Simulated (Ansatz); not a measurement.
System: C₂H₆BClGe (SMILES ClC1[BH][GeH2][CH2]1).

The calculation's input:

```
crystal:
  periodic: [false, false, false]
  atoms:
    - { symbol: Cl, position_ang: [1.5051, 1.3552, 1.5709] }
    - { symbol: C, position_ang: [-0.0083, 0.8765, 0.6777] }
    - { symbol: B, position_ang: [-0.4883, -0.5961, 1.1535] }
    - { symbol: Ge, position_ang: [-0.0995, -1.1952, -0.7571] }
    - { symbol: C, position_ang: [0.2742, 0.6367, -0.8143] }
    - { symbol: H, position_ang: [-0.83, 1.6238, 0.8256] }
    - { symbol: H, position_ang: [-0.7727, -1.0922, 2.1858] }
    - { symbol: H, position_ang: [1.0828, -2.1356, -0.9102] }
    - { symbol: H, position_ang: [-1.4998, -1.5357, -1.4271] }
    - { symbol: H, position_ang: [-0.4239, 1.2116, -1.4252] }
    - { symbol: H, position_ang: [1.3257, 0.794, -1.059] }
basis:
  gaussian:
    orbitals: def2-SVPD
hamiltonian:
  xc: lc_wpbe
output:
  orbitals: {}
```

Run with:

```sh
python run_energy.py
```

Theory: SCF lc_wpbe, Gaussian basis (Ansatz 0.2.0).

What can the converged electron density and electron localisation function tell about the bonding?

Answer. C–C (1.54 Å): ρ at the midpoint is about 1.6 e/Å³; the ELF peaks at about 0.95 between the atoms: a shared electron pair.
C–B (1.62 Å): ρ at the midpoint is about 1.3 e/Å³; the ELF peaks at about 1 between the atoms, as expected for a shared electron pair.
C–Ge (1.87 Å): ρ is about 1 e/Å³ halfway; the ELF peaks at about 0.95 in the valence shell of C, 0.7 Å from its nucleus, and is about 0.65 at the midpoint.
Ge–B (2.04 Å): ρ is about 0.79 e/Å³ halfway; the ELF peaks at about 0.95 between the atoms: a shared electron pair.

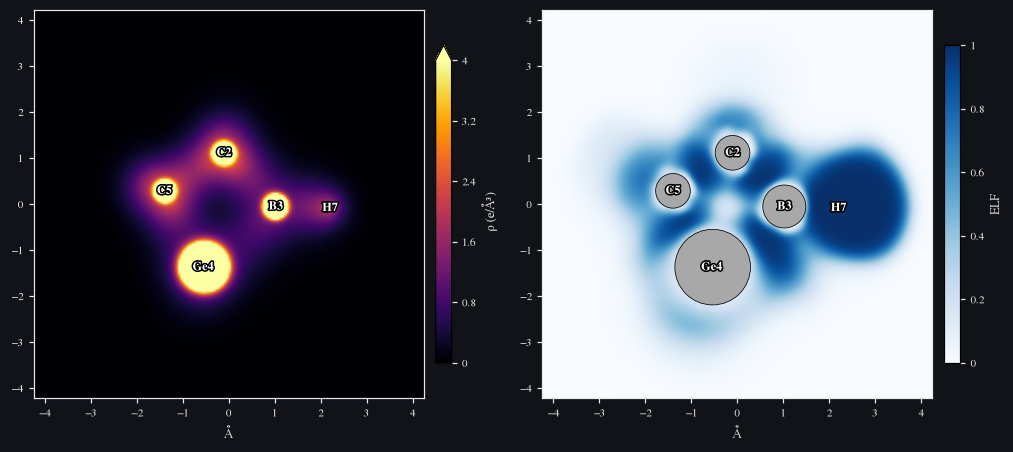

Computed electron density and electron localisation function on the plane of atoms C2, B3 and Ge4, in this order. Grey discs cover the atomic cores in the ELF map. 
